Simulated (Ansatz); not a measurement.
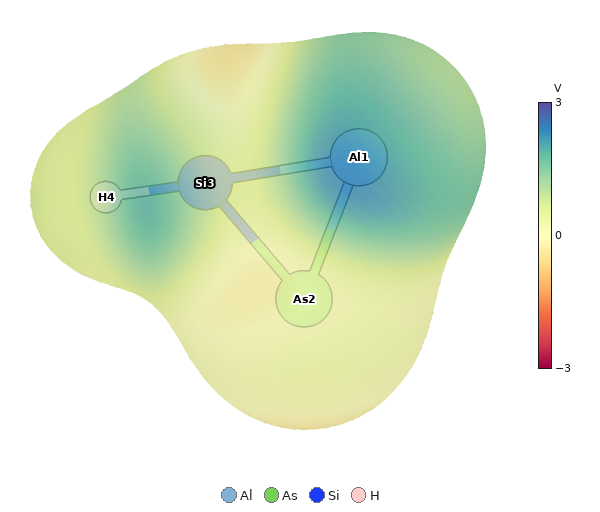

Figure 1: AlAsHSi (SMILES [Al]1[SiH]=[As]1) (doublet). The molecular electrostatic potential painted on the density surface at 0.004 e/bohr³, seen at a tilt; the colour scale runs from red (negative) to blue (positive).

Geometry: PBE0-D3(BJ)/def2-SVP.

Method: isolated molecule in a Gaussian basis; Kohn-Sham density functional theory, functional PBE0 in Ansatz.

**Describe the electrostatic potential map.**

The most negative region (about −0.4 V) lies over As2, the most positive (about +2.4 V) over Al1.

**What dipole moment does the calculation give?**

Its dipole moment is 1.48 D.
